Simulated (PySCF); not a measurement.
# GeClF (SMILES [F][Ge][Cl]): PBE0/STO-3G

What is the vertical singlet–triplet gap of GeClF at PBE0/STO-3G? Input form: a Python script.

The results are computed with PySCF 2.14.0.

24 further runs of the same task are left out: 10 that didn't finish, 14 set aside as unsound or not needed.

## 1. The system as given

The species is GeClF (3 atoms), meant as a singlet with charge 0. SMILES: `[F][Ge][Cl]`. The shape is that of a PBE0-D4/def2-TZVP optimisation.

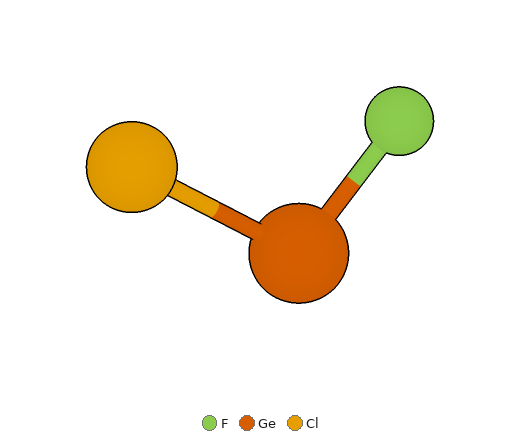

The structure, seen from a chosen angle (fluorine green, germanium orange, chlorine amber).

## 2. The energy at PBE0/STO-3G

Input file input.py:

```python
from pyscf import gto, dft

mol = gto.M(
    atom='''
F        0.110400       1.418700       0.206200
Ge      -0.762800       0.035600      -0.410300
Cl       0.641600      -1.519100       0.191000
''',
    basis='sto-3g',
    verbose=4,
    max_memory=1860,
    spin=0,
    charge=0,
)

myscf = dft.RKS(mol)
myscf.xc = 'pbe0'
myscf.grids.level = 5
myscf.conv_tol = 1e-10
myscf.kernel()
if not myscf.converged:
    myscf = myscf.newton().run(myscf.mo_coeff, myscf.mo_occ)

etot = myscf.e_tot
print('E(%s) = %.9f' % ('PBE0', etot))
```

Command:

```console
$ OMP_NUM_THREADS=1 python input.py
```

The program printed:

```text
PySCF version 2.14.0

[INPUT] num. atoms = 3
[INPUT] num. electrons = 58
[INPUT] charge = 0
[INPUT] spin (= nelec alpha-beta = 2S) = 0
[INPUT] symmetry False subgroup None
[INPUT] Mole.unit = angstrom
[INPUT] Symbol           X                Y                Z      unit          X                Y                Z       unit  Magmom
[INPUT]  1 F      0.110400000000   1.418700000000   0.206200000000 AA    0.208625764152   2.680954452920   0.389661526885 Bohr   0.0
[INPUT]  2 Ge    -0.762800000000   0.035600000000  -0.410300000000 AA   -1.441483087818   0.067274250035  -0.775354628909 Bohr   0.0
[INPUT]  3 Cl     0.641600000000  -1.519100000000   0.191000000000 AA    1.212448281521  -2.870682955827   0.360937689792 Bohr   0.0

nuclear repulsion = 246.377352051105
number of shells = 16
number of NR pGTOs = 96
number of NR cGTOs = 32
basis = sto-3g
ecp = {}

******** <class 'pyscf.dft.rks.RKS'> ********
method = RKS
initial guess = minao
damping factor = 0
level_shift factor = 0
DIIS = <class 'pyscf.scf.diis.CDIIS'>
diis_start_cycle = 1
diis_space = 8
diis_damp = 0
SCF conv_tol = 1e-10
SCF conv_tol_grad = None
SCF max_cycles = 50
direct_scf = True
direct_scf_tol = 1e-13
XC library pyscf.dft.libxc version 7.0.0
    S. Lehtola, C. Steigemann, M. J.T. Oliveira, and M. A.L. Marques.,  SoftwareX 7, 1–5 (2018)
XC functionals = pbe0
radial grids:
    Treutler-Ahlrichs [JCP 102, 346 (1995); DOI:10.1063/1.469408] (M4) radial grids

becke partition: Becke, JCP 88, 2547 (1988); DOI:10.1063/1.454033
pruning grids: <function nwchem_prune>
grids dens level: 5
symmetrized grids: False
atomic radii adjust function: <function treutler_atomic_radii_adjust>
small_rho_cutoff = 0
Set gradient conv threshold to 1e-05
Initial guess from minao.
tot grids = 131664
init E= -2603.56872076213
  HOMO = -0.525794149420106  LUMO = -0.343376352394624  gap/eV = 4.96384
cycle= 1 E= -2606.19221539325  delta_E= -2.62  |g|= 0.335  |ddm|= 2.17
  HOMO = -0.103838072311934  LUMO = 0.0272018910880535  gap/eV = 3.56578
cycle= 2 E= -2605.96573233835  delta_E= 0.226  |g|= 0.966  |ddm|= 1.59
  HOMO = -0.154614548556742  LUMO = 0.0116626300814036  gap/eV = 4.52463
cycle= 3 E= -2606.23996117122  delta_E= -0.274  |g|= 0.0286  |ddm|=  1.1
  HOMO = -0.175163961232597  LUMO = 0.0119677522673643  gap/eV = 5.09211
cycle= 4 E= -2606.24018181961  delta_E= -0.000221  |g|= 0.0107  |ddm|= 0.0663
  HOMO = -0.177532075428514  LUMO = 0.0100710643514355  gap/eV = 5.10494
cycle= 5 E= -2606.24024836293  delta_E= -6.65e-05  |g|= 0.00226  |ddm|= 0.0322
  HOMO = -0.177792781562342  LUMO = 0.0102772879243454  gap/eV = 5.11765
cycle= 6 E= -2606.24025182953  delta_E= -3.47e-06  |g|= 0.000521  |ddm|= 0.0069
  HOMO = -0.1778414224116  LUMO = 0.0102457595945573  gap/eV = 5.11811
cycle= 7 E= -2606.24025197373  delta_E= -1.44e-07  |g|= 0.000122  |ddm|= 0.00128
  HOMO = -0.177835972563286  LUMO = 0.0102477957487833  gap/eV = 5.11802
cycle= 8 E= -2606.24025198787  delta_E= -1.41e-08  |g|= 1.79e-05  |ddm|= 0.000492
  HOMO = -0.177831186844322  LUMO = 0.010249420558639  gap/eV = 5.11793
cycle= 9 E= -2606.24025198883  delta_E= -9.58e-10  |g|= 2.93e-06  |ddm|= 0.000176
  HOMO = -0.177831923997297  LUMO = 0.0102489943977333  gap/eV = 5.11794
cycle= 10 E= -2606.24025198885  delta_E= -1.5e-11  |g|= 1.72e-07  |ddm|= 2.43e-05
  HOMO = -0.177831942059521  LUMO = 0.0102490029988135  gap/eV = 5.11794
Extra cycle  E= -2606.24025198885  delta_E= -1.82e-12  |g|= 2.35e-07  |ddm|= 8.15e-07
converged SCF energy = -2606.24025198885
E(PBE0) = -2606.240251989
```

Run time: 3.9 s. Hardware: 1 thread of Intel Xeon Platinum 8488C (Sapphire Rapids), shared host; peak memory 0.25 GiB.

## 3. The triplet at the same level

Input file run.py:

```python
from pyscf import gto, dft

mol = gto.M(
    atom='''
F        0.110400       1.418700       0.206200
Ge      -0.762800       0.035600      -0.410300
Cl       0.641600      -1.519100       0.191000
''',
    max_memory=1860,
    verbose=3,
    spin=2,
    basis='sto-3g',
    charge=0,
)

ks = dft.UKS(mol, xc='pbe0')
ks.conv_tol = 1e-10
ks.grids.level = 5
ks.kernel()
if not ks.converged:
    ks = ks.newton().run(ks.mo_coeff, ks.mo_occ)

etot = ks.e_tot
print('E(%s) = %.9f' % ('PBE0', etot))
```

Command:

```console
$ OMP_NUM_THREADS=1 python run.py
```

The program printed:

```text
WARN: HOMO -0.343376352394615 >= LUMO -0.5257941494201

WARN: HOMO -0.0331937909578799 >= LUMO -0.0578181455078013

WARN: HOMO -0.0727459835812569 >= LUMO -0.0862307629164119

WARN: HOMO -0.0945621558469437 >= LUMO -0.107390841176428

WARN: HOMO -0.090113912517144 >= LUMO -0.0966845805196465

WARN: HOMO -0.091800228614258 >= LUMO -0.0962618924580796

WARN: HOMO -0.092264927423767 >= LUMO -0.0965871749192128

WARN: HOMO -0.0923316982125783 >= LUMO -0.0966590261959862

WARN: HOMO -0.092310777747215 >= LUMO -0.0966023224695658

WARN: HOMO -0.0923273608494513 >= LUMO -0.0966424796561106

WARN: HOMO -0.0923269898584024 >= LUMO -0.0966468859780832

WARN: HOMO -0.0923269626744876 >= LUMO -0.0966452477863288

WARN: HOMO -0.0923273453394099 >= LUMO -0.0966458264146153

WARN: HOMO -0.092327387466885 >= LUMO -0.0966459470190874

converged SCF energy = -2606.14416906013  <S^2> = 2.003156  2S+1 = 3.0021033
E(PBE0) = -2606.144169060
```

It took 8.7 s on 1 thread of Intel Xeon Platinum 8488C (Sapphire Rapids), shared host; peak memory 0.26 GiB.

## 4. Results

Level: PBE0/STO-3G.

| quantity | value |
| --- | --- |
| singlet: total energy | -2606.24025 Eh |
| singlet: dipole moment | 2.46 D |
| singlet: HOMO energy | -4.84 eV |
| singlet: LUMO energy | 0.28 eV |
| singlet: HOMO–LUMO gap | 5.12 eV |
| triplet: total energy | -2606.14417 Eh |
| triplet: dipole moment | 2.49 D |
| triplet: HOMO energy (highest over α and β) | -2.51 eV |
| triplet: ⟨S²⟩ | 2.003 |
| vertical energy of the triplet above the singlet | 2.615 eV |

**Reading.** At this shape the triplet lies 2.61 eV (60 kcal/mol) above the singlet. In a minimal basis such a difference can be off by several eV, whatever the method.
